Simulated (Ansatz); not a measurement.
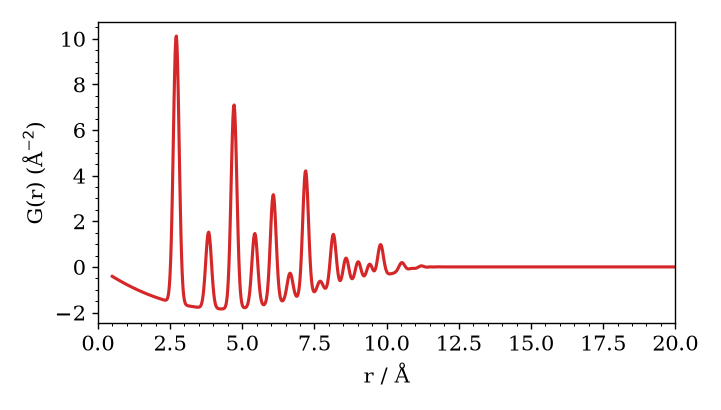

Simulated X-ray pair distribution function, G(r) = R(r)/r − 4πρ₀r, summed over the atomic distances of the structure with each pair weighted by the product of the atomic numbers (X-ray weights at Q = 0); every distance is a Gaussian of σ = 0.10 Å, for spherical particles of Rh with the bulk structure: the bulk G(r) is multiplied by the envelope of a sphere of diameter D, 1 − 3r/2D + r³/2D³, with no surface relaxation. The number density is 0.0702 atoms per Å³. Structure used: the input geometry of an electronic-structure calculation (not necessarily at equilibrium).

Q: How large are the particles?

A: About 12 Å (1.2 nm): the signal vanishes at r = D, fading from view somewhat earlier.

Q: Roughly how many atoms does one particle hold?

A: About 64 (number density 0.0702 Å⁻³ times πD³/6).
